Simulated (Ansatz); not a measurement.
Partial pair distribution functions of a relaxed model of amorphous Hf18O27N6, broadened by 0.06 Å; density 9.54 g/cm³. All values below come from PBE, scalar-relativistic without spin-orbit coupling (plane waves to 420 eV, PAW; Ansatz, an electronic-structure program).

It comes from a melt-quench run on a machine-learned potential (CHGNet), relaxed afterwards by DFT. O and N atoms were pushed apart under 1.9 Å during the dynamics, to hinder bonds among them. The hot cell started wider than the set density and was brought back towards it in steps. It is the lowest in DFT energy of 3 quenches. It is a model cell: composition and starting density were chosen by hand, and all elements were melted together. No dispersion term was used. Its density started from a set value of 9.54 and ended at 9.54 g/cm³. The quench (nominally 380 K/ps over its main leg) was far faster than any real one, so the model tends to hold more defects than a real film. A cell of this size samples the disorder only roughly. The volume was held where the preparation left it and the shape relaxed, at a PBE pressure of -1.1 GPa (tension). Stress components on the final sampling reach 1.2 GPa.

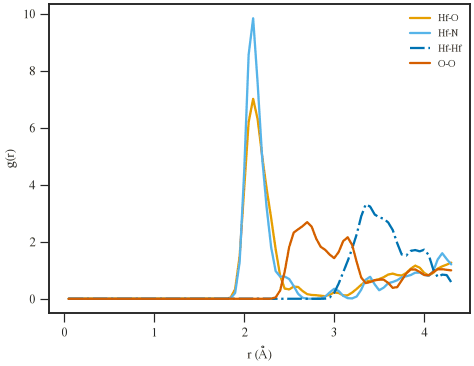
Figure. Partial pair distribution functions

Highest peaks under 4.5 Å: Hf-O near 2.10 Å, Hf-N near 2.10 Å, Hf-Hf near 3.35 Å, O-O near 2.70 Å; pairs of few atoms are noisy.

Within 2.78 Å each Hf has 5.11 O neighbours on average.
